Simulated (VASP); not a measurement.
Energy against volume of Ba (bcc). These are TPSS meta-GGA, VASP's PBE PAW potentials (set 64) (plane waves; VASP) values and carry that method's errors.

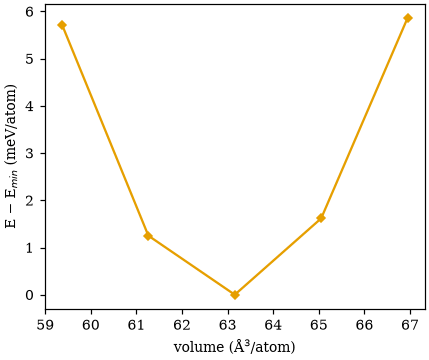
Energy against volume

### Question
Estimate the equilibrium volume and the bulk modulus.

### Answer
The minimum lies near 63.0 Å³/atom, and the curvature gives B0 of about 8.2 GPa.

Measured: bulk modulus 9.3 GPa at 0 K (computed value off by -12.3 %), as given by H. Levämäki et al., Physical Review B (2014), arXiv:1402.3671 [corrected for temperature and zero-point phonon effects]; a 4.995 Å at 0 K (computed value off by +0.4 %), as given by Gábor I. Csonka et al., Physical Review B (2009), arXiv:0903.4037 [low-temperature or extrapolated to 0 K; zero-point anharmonic expansion removed].

The compound is Ba in the bcc structure. It was relaxed first.
